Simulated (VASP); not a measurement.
Band structure of WN2 (space group P-6m2). All values below come from LDA (Ceperley-Alder, Perdew-Zunger), VASP's LDA PAW potentials (set 64) (plane waves; VASP).

Unless said otherwise, spin-orbit coupling is left out, though it shifts the bands of the heavy elements here.

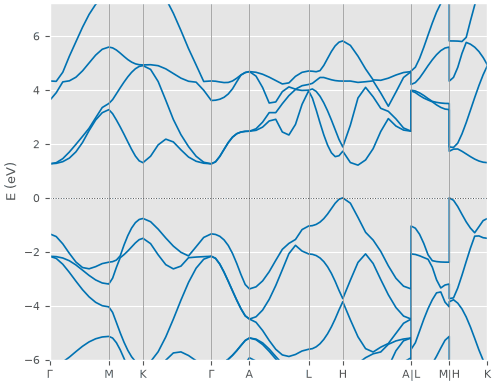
Fig. 1. Bands along high-symmetry lines, zero at the valence-band maximum or, without a gap, the Fermi level

Problem. Read the plot: is there a gap, and where are the band edges?

Solution. The gap is indirect, 1.21 eV, from the valence maximum at H to the conduction minimum at H-A at 0.22. (Edges off the drawn lines would not show.)

The structure comes from a computed database's WN2 entry (P-6m2); how it stands against other phases isn't given here. It was relaxed first.
